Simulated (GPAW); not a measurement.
# A 4-layer slab of Al(100) in an electric field, part 2 of 2

Wanted: the out-of-plane polarisability of a 4-layer slab of Al(100).

GPAW 26.7.0; GPAW, PAW setups; slab in vacuum.

So far, dipole along the normal (e·Å): step 2 (relaxation) 0.00138; step 3 (plane waves, PBE) 0.00122; step 4 (field on) -0.0850; step 5 (In a field) -0.0419.

### Step 7. In a field

File run.py:

```python
import json
import numpy as np
from ase import Atoms
from gpaw import GPAW, PW
from gpaw.external import ConstantElectricField

slab = Atoms(
    ['Al', 'Al', 'Al', 'Al'],
    positions=[
        [1.43189, 1.43189, 7.00000],
        [0.00000, 0.00000, 9.02500],
        [1.43189, 1.43189, 11.08107],
        [-0.00000, 0.00000, 13.18557]],
    cell=[[2.86378, 0.0, 0.0], [0.0, 2.86378, 0.0], [0.0, 0.0, 20.075]],
    pbc=[True, True, False])

slab.calc = GPAW(mode=PW(400), xc='PBE', kpts={'size': (11, 11, 1), 'gamma': True},
                 occupations={'name': 'fermi-dirac', 'width': 0.1}, nbands='140%',
                 convergence={'density': 1e-05}, maxiter=200,
                 poissonsolver={'dipolelayer': 'xy'},
                 external=ConstantElectricField(0.05, [0, 0, 1]),
                 symmetry={'tolerance': 1e-3}, txt='slab.txt')
result = {}
energy = slab.get_potential_energy()
fermi = slab.calc.get_fermi_level()
v = slab.calc.get_electrostatic_potential().mean((0, 1)) - fermi
n = slab.calc.get_pseudo_density().mean((0, 1))
L = slab.cell[2, 2]
z = np.arange(len(v)) * L / len(v)
low, high = slab.positions[:, 2].min(), slab.positions[:, 2].max()
below, above = np.interp([low - 4.8, high + 4.8], z, v)
slopes = [np.interp(x, z, np.gradient(v, z)) for x in (low - 4.8, high + 4.8)]
eps = np.array([[slab.calc.get_eigenvalues(k, s) for k in range(len(slab.calc.get_ibz_k_points()))]
                for s in range(slab.calc.get_number_of_spins())]) - fermi
top, bottom = eps[eps < 0].max(), eps[eps > 0].min()
dipole = slab.get_dipole_moment()[2]
print(f'energy {energy:.4f} eV, Fermi level {fermi:.4f} eV, dipole {dipole:.5f} e A')
print(f'potential 4.8 A off the faces, from the Fermi level: lower {below:.4f} eV, upper {above:.4f} eV')
print(f'slope of the potential there: lower {slopes[0]:.5f}, upper {slopes[1]:.5f} eV/A')
print(f'nearest levels on the mesh: {top:.4f} and {bottom:.4f} eV')
print('magnetic moment', round(slab.get_magnetic_moment(), 3))
result.update(energy=energy, fermi=fermi, dipole=dipole, below=below, above=above, slopes=slopes, edges=[top, bottom],
              z=z.tolist(), v=v.tolist(), n=n.tolist(), positions=slab.positions.tolist(),
              forces=slab.get_forces(apply_constraint=False).tolist(), moments=slab.get_magnetic_moments().tolist())
json.dump(result, open('result.json', 'w'))
```

Command:

```sh
$ OMP_NUM_THREADS=1 OPENBLAS_NUM_THREADS=1 python run.py
```

The program printed:

```text
energy -13.9597 eV, Fermi level 0.4127 eV, dipole 0.02280 e A
potential 4.8 A off the faces, from the Fermi level: lower 4.5208 eV, upper 4.0178 eV
slope of the potential there: lower -0.00066, upper 0.00055 eV/A
nearest levels on the mesh: -0.0327 and 0.0029 eV
magnetic moment 0.0
```

The job ended after 41 s (1 thread of Arm Neoverse V2, shared host; peak memory 0.21 GiB).

The electrostatic potential energy of an electron (without an applied field's), less the Fermi level, planar mean oscillates, so the rows of the table below give means over windows of 2 Å about each position, cut where the curve ends. Its maxima inside the range that stand out by 2 % of the span (Å: eV): 8.1: -2.00, 10.0: -1.81, 12.1: -1.63. Its minima: 7.0: -13.2, 9.0: -13.4, 11.1: -13.5, 13.2: -13.5.

Table of electrostatic potential energy of an electron (without an applied field's), less the Fermi level, planar mean by z; means over each step:

```
z (Å)  electrostatic potential energy of an electron (without an applied field's), less the Fermi level, planar mean (eV)
    0                                                                                                                4.47
    2                                                                                                                4.52
    4                                                                                                                4.45
    6                                                                                                               -1.59
    8                                                                                                               -6.95
   10                                                                                                               -6.82
   12                                                                                                               -6.58
   14                                                                                                               -3.53
   16                                                                                                                3.92
   18                                                                                                                4.02
```

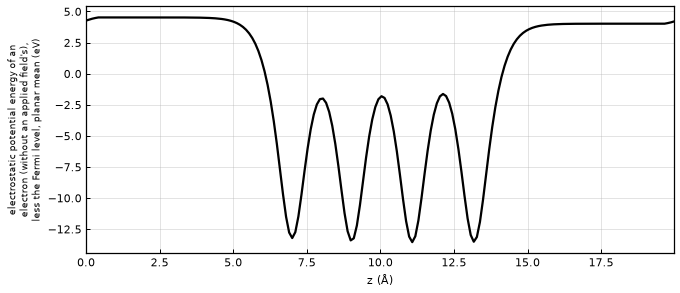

Electrostatic potential energy of an electron (without an applied field's), less the Fermi level, planar mean, plotted against z.

### Step 8. In a field

run.py: that of step 7 with these lines changed.

```diff
@@ -20,3 +20,3 @@
                  poissonsolver={'dipolelayer': 'xy'},
-                 external=ConstantElectricField(0.05, [0, 0, 1]),
+                 external=ConstantElectricField(0.1, [0, 0, 1]),
                  symmetry={'tolerance': 1e-3}, txt='slab.txt')
```

The program printed:

```text
energy -13.9614 eV, Fermi level 0.4137 eV, dipole 0.04435 e A
potential 4.8 A off the faces, from the Fermi level: lower 4.7568 eV, upper 3.7783 eV
slope of the potential there: lower -0.00071, upper 0.00049 eV/A
nearest levels on the mesh: -0.0327 and 0.0029 eV
magnetic moment 0.0
```

The job ended after 45 s (1 thread; peak memory 0.21 GiB).

The electrostatic potential energy of an electron (without an applied field's), less the Fermi level, planar mean oscillates, so the rows of the table below give means over windows of 1 Å about each position, cut where the curve ends. Its maxima inside the range that stand out by 2 % of the span (Å: eV): 1.4: 4.76, 8.1: -1.90, 10.0: -1.81, 12.1: -1.74. Its minima: 7.0: -13.1, 9.0: -13.4, 11.1: -13.6, 13.2: -13.7.

Electrostatic potential energy of an electron (without an applied field's), less the Fermi level, planar mean against z; means over each step:

```
z (Å)  electrostatic potential energy of an electron (without an applied field's), less the Fermi level, planar mean (eV)
    0                                                                                                                4.57
    1                                                                                                                4.76
    2                                                                                                                4.76
    3                                                                                                                4.75
    4                                                                                                                4.72
    5                                                                                                                4.31
    6                                                                                                               0.248
    7                                                                                                               -10.3
    8                                                                                                               -3.40
    9                                                                                                               -10.6
   10                                                                                                               -3.36
   11                                                                                                               -10.7
   12                                                                                                               -3.44
   13                                                                                                               -10.3
   14                                                                                                               -2.54
   15                                                                                                                3.13
   16                                                                                                                3.73
   17                                                                                                                3.77
   18                                                                                                                3.78
   19                                                                                                                3.78
```

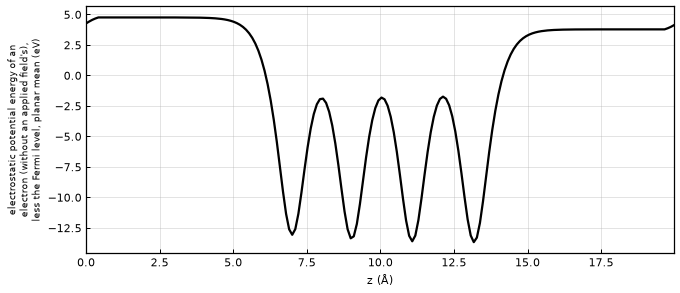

Electrostatic potential energy of an electron (without an applied field's), less the Fermi level, planar mean, plotted against z.

The dipole is now 0.0444 e Å, against 0.0012 in the run without a field.

### Step 9. Field on

run.py: that of step 8 with these lines changed.

```diff
@@ -20,3 +20,3 @@
                  poissonsolver={'dipolelayer': 'xy'},
-                 external=ConstantElectricField(0.1, [0, 0, 1]),
+                 external=ConstantElectricField(0.2, [0, 0, 1]),
                  symmetry={'tolerance': 1e-3}, txt='slab.txt')
```

The program printed:

```text
energy -13.9680 eV, Fermi level 0.4149 eV, dipole 0.08748 e A
potential 4.8 A off the faces, from the Fermi level: lower 5.2308 eV, upper 3.3009 eV
slope of the potential there: lower -0.00082, upper 0.00039 eV/A
nearest levels on the mesh: -0.0327 and 0.0030 eV
magnetic moment 0.0
```

Run time: 49 s. Hardware: 1 thread; peak memory 0.21 GiB.

The dipole is now 0.0875 e Å, against 0.0012 in the run without a field.

### Step 10. Field on

run.py: that of step 9 with these lines changed.

```diff
@@ -20,3 +20,3 @@
                  poissonsolver={'dipolelayer': 'xy'},
-                 external=ConstantElectricField(0.2, [0, 0, 1]),
+                 external=ConstantElectricField(0.3, [0, 0, 1]),
                  symmetry={'tolerance': 1e-3}, txt='slab.txt')
```

The program printed:

```text
energy -13.9789 eV, Fermi level 0.4150 eV, dipole 0.13063 e A
potential 4.8 A off the faces, from the Fermi level: lower 5.7072 eV, upper 2.8253 eV
slope of the potential there: lower -0.00096, upper 0.00030 eV/A
nearest levels on the mesh: -0.0328 and 0.0031 eV
magnetic moment 0.0
```

It took 46 s on 1 thread; peak memory 0.21 GiB.

The electrostatic potential energy of an electron (without an applied field's), less the Fermi level, planar mean oscillates, so the rows of the table below give means over windows of 2.09 Å about each position, cut where the curve ends. Its maxima inside the range that stand out by 2 % of the span (Å: eV): 1.6: 5.71, 8.1: -1.51, 10.0: -1.81, 12.1: -2.16. Its minima: 7.0: -12.5, 9.0: -13.1, 11.1: -13.8, 13.2: -14.3.

Electrostatic potential energy of an electron (without an applied field's), less the Fermi level, planar mean against z; means over each step:

```
z (Å)  electrostatic potential energy of an electron (without an applied field's), less the Fermi level, planar mean (eV)
 1.04                                                                                                                5.58
 3.13                                                                                                                5.70
 5.22                                                                                                                4.21
 7.31                                                                                                               -6.07
 9.40                                                                                                               -6.78
11.49                                                                                                               -7.26
13.58                                                                                                               -6.64
15.67                                                                                                                2.60
17.77                                                                                                                2.82
19.85                                                                                                                2.95
```

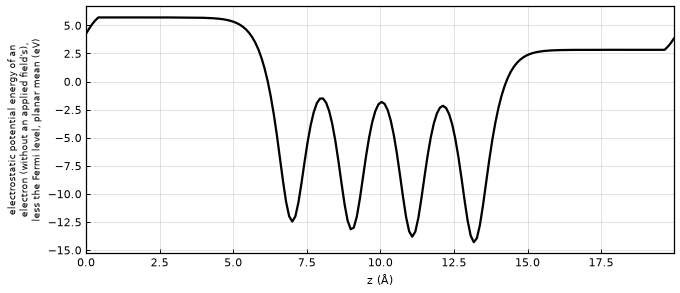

Electrostatic potential energy of an electron (without an applied field's), less the Fermi level, planar mean against z.

The dipole is now 0.131 e Å, against 0.0012 in the run without a field.

### Step 11. The series

The members are put on one axis.

This step: induced dipole against applied field (GPAW 26.7.0).

Table of dipole along the normal by field:

```
field (V/Å)  dipole along the normal (e·Å)
     -0.200                        -0.0850
     -0.100                        -0.0419
     -0.050                        -0.0203
      0.000                        0.00122
      0.050                         0.0228
      0.100                         0.0444
      0.200                         0.0875
      0.300                          0.131
```

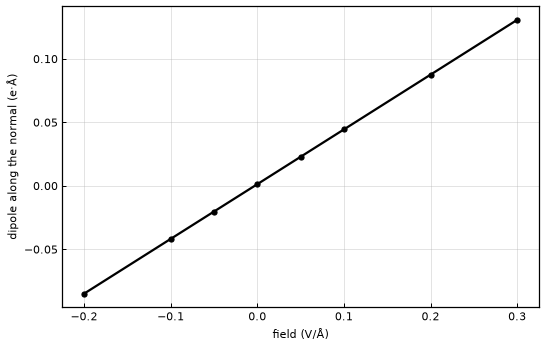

Dipole along the normal, plotted against field.

### Step 12. A changed run

One more run, with changed settings.

This step: GPAW, PAW setups; slab in vacuum (GPAW 26.7.0).

run.py: that of step 10 with these lines changed.

```diff
@@ -4,3 +4,2 @@
 from gpaw import GPAW, PW
-from gpaw.external import ConstantElectricField
 
@@ -16,7 +15,6 @@
 
-slab.calc = GPAW(mode=PW(400), xc='PBE', kpts={'size': (11, 11, 1), 'gamma': True},
+slab.calc = GPAW(mode=PW(60), xc='PBE', kpts={'size': (11, 11, 1), 'gamma': True},
                  occupations={'name': 'fermi-dirac', 'width': 0.1}, nbands='140%',
-                 convergence={'density': 1e-05}, maxiter=200,
+                 convergence={'density': 1e-05}, maxiter=50,
                  poissonsolver={'dipolelayer': 'xy'},
-                 external=ConstantElectricField(0.3, [0, 0, 1]),
                  symmetry={'tolerance': 1e-3}, txt='slab.txt')
```

The program printed:

```text
energy -13.0122 eV, Fermi level 0.4879 eV, dipole 0.00575 e A
potential 4.8 A off the faces, from the Fermi level: lower 4.2426 eV, upper 4.2835 eV
slope of the potential there: lower 0.00451, upper 0.01751 eV/A
nearest levels on the mesh: -0.0217 and 0.0030 eV
magnetic moment 0.0
```

The job ended after 3.8 s (1 thread; peak memory 0.11 GiB).

The run finished. A setting was moved off its sound value on purpose, so it serves as a test and not as the result.

The fault put into the input: a cutoff far too low (ecut = 60).

Side by side:

```
                     quantity   this run  sound run  difference
dipole along the normal (e·Å)  0.0057529  0.0012238     0.00453
     upper work function (eV)     4.2835     4.2578      0.0257
     lower work function (eV)     4.2426     4.2852     -0.0426
```

One result that differs is the lower work function, 4.24 eV against 4.29 eV.

### Step 13. What came out

```yaml
work_function_upper_and_lower_face: 4.258 and 4.285 eV
dipole_along_the_normal: 0.00122 e Å
induced_dipole_per_field: 0.431 e Å per V/Å
out_of_plane_polarisability_per_area_alpha_eps_0_a: 9.51 Å
```

The field induces 0.431 e Å per V/Å, a polarisable thickness α/(ε0 A) of 9.51 Å beside 6.19 Å between the outermost nuclei. A perfect conductor would give the distance between its two image planes; a dielectric of thickness t gives t(1 - 1/ε). The induced dipole is linear in the field over this range. The small printed dipole stands for a step of -27 meV from the lower to the upper face, and the probes find -27 meV; values this small are near the numerical noise of both. The slab is only 6.2 Å thick between its outer nuclei, so the values belong to this film more than to the surface of the bulk metal. The in-plane lattice was kept as typed, which isn't the functional's own and leaves some strain; spin-orbit coupling and temperature are left out.

[Logs are printed without paths, hosts, clocks, repeated set-up lines and the standing remarks that a program may print on its own settings, such as how far it seeks lower states.]

[Hosts, paths, dates, database ids (printed as entryN), source tags and the programs' standing remarks are cut or masked in the printed files.]
